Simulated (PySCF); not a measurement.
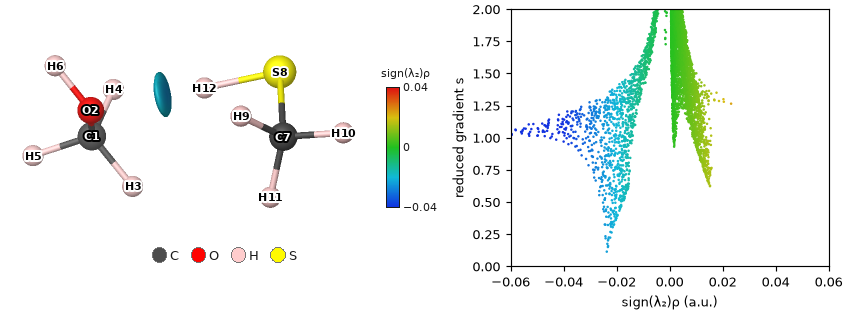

C2H8OS, SMILES `CO.CS`. Non-covalent interaction surfaces between the fragments (reduced density gradient s = 0.5, coloured by sign(λ₂)ρ in a.u.; trimmed to the region between the fragments where ρ is under 0.06 a.u.). Fragment A: H4CO (atoms 1–6); fragment B: H4CS. The plot gives s against sign(λ₂)ρ for grid points between the fragments.

Level of theory: B3LYP/def2-SVPD (PySCF), at a geometry from GFN2-xTB. GFN2-xTB bond lengths at metals and heavier atoms can be off by up to 0.1 Å and shapes distorted, which carries into these values.

Input

```python
import numpy as np
from pyscf import gto, scf, dft
from pyscf.scf import atom_ks, atom_hf
from scipy.linalg import block_diag
from pyscf.dispersion import dftd3

def solve(mol, dm0=None, hcore=None):
    mf = (dft.UKS if mol.spin else dft.RKS)(mol, xc='b3lyp')
    mf.grids.level = 3
    mf = mf.density_fit(auxbasis='def2-universal-jkfit')
    mf.conv_tol, mf.max_cycle = 1e-8, 80
    if hcore is not None:
        mf.get_hcore = lambda *args: hcore
    mf.kernel(dm0)
    if not mf.converged:
        mf = mf.newton().run(mf.mo_coeff, mf.mo_occ, max_cycle=30)
    assert mf.converged, 'SCF not converged'
    return mf

mol = gto.M(atom='''
C     -2.62079     0.15506    -0.44322
O     -1.79246    -0.53518     0.46783
H     -2.17139     0.03096    -1.42641
H     -2.67170     1.22201    -0.20727
H     -3.63166    -0.26190    -0.45709
H     -2.15983    -0.44783     1.35414
C      2.13957    -0.87242    -0.22906
S      1.30281     0.70963     0.10374
H      2.04547    -1.52161     0.63595
H      3.18439    -0.64209    -0.41076
H      1.70141    -1.33647    -1.10700
H      0.08537     0.18844     0.24957
''', basis='def2-svpd', charge=0, spin=0, verbose=4)
mol_a = gto.M(atom='''
C     -2.62079     0.15506    -0.44322
O     -1.79246    -0.53518     0.46783
H     -2.17139     0.03096    -1.42641
H     -2.67170     1.22201    -0.20727
H     -3.63166    -0.26190    -0.45709
H     -2.15983    -0.44783     1.35414
ghost-C      2.13957    -0.87242    -0.22906
ghost-S      1.30281     0.70963     0.10374
ghost-H      2.04547    -1.52161     0.63595
ghost-H      3.18439    -0.64209    -0.41076
ghost-H      1.70141    -1.33647    -1.10700
ghost-H      0.08537     0.18844     0.24957
''', basis='def2-svpd', charge=0, spin=0, verbose=4)
mol_b = gto.M(atom='''
ghost-C     -2.62079     0.15506    -0.44322
ghost-O     -1.79246    -0.53518     0.46783
ghost-H     -2.17139     0.03096    -1.42641
ghost-H     -2.67170     1.22201    -0.20727
ghost-H     -3.63166    -0.26190    -0.45709
ghost-H     -2.15983    -0.44783     1.35414
C      2.13957    -0.87242    -0.22906
S      1.30281     0.70963     0.10374
H      2.04547    -1.52161     0.63595
H      3.18439    -0.64209    -0.41076
H      1.70141    -1.33647    -1.10700
H      0.08537     0.18844     0.24957
''', basis='def2-svpd', charge=0, spin=0, verbose=4)
ab, a, b = solve(mol), solve(mol_a), solve(mol_b)
e_int = ab.e_tot - a.e_tot - b.e_tot
print('counterpoise-corrected interaction energy / kcal/mol', e_int * 627.5095)
def disp(atoms, charge):
    m = gto.M(atom=atoms, charge=charge, basis='sto-3g', spin=None, unit='Bohr', verbose=0)
    return dftd3.DFTD3Dispersion(m, xc='b3lyp', version='d3bj').get_dispersion()['energy']
e_disp = disp(mol._atom, mol.charge) - disp(mol._atom[:6], mol_a.charge) - disp(mol._atom[6:], mol_b.charge)
print('D3(BJ) part / kcal/mol', e_disp * 627.5095)
# spherically averaged free atoms, for the promolecule
atm = atom_ks.get_atm_nrks(mol, xc='b3lyp')
pro = block_diag(*[(atm[a[0]][2] * atm[a[0]][3]) @ atm[a[0]][2].T for a in mol._atom])
np.savez('result.npz', e_int=e_int, e_disp=e_disp, dm_a=a.make_rdm1(), dm_b=b.make_rdm1(), c=ab.mo_coeff, occ=ab.mo_occ, eps=ab.mo_energy, pro=pro, d=[f.dip_moment(verbose=0) for f in (ab, a, b)])
```

Launched as:

```sh
OMP_NUM_THREADS=1 python input.py
```

The run took 90 s on 1 thread of Intel(R) Xeon(R) Processor @ 2.50GHz (Skylake/Cascade Lake), with other jobs on the host, peak memory 0.69 GiB.

Partitions, critical points and surface values were worked out afterwards from this run's density.

Which interactions hold the two fragments together?

Bond critical points between the fragments: O2···H12, hydrogen bond, 2.02 Å, ρ = 0.024 a.u. It appears blue-green. The pose is a local one from a semi-empirical search, not shown to be the most stable.

How strongly are they bound?

The counterpoise-corrected interaction energy of the frozen fragments is −1.2 kcal/mol without dispersion correction and −2.8 kcal/mol with D3(BJ). The pair geometry is semi-empirical, not a minimum at this level.
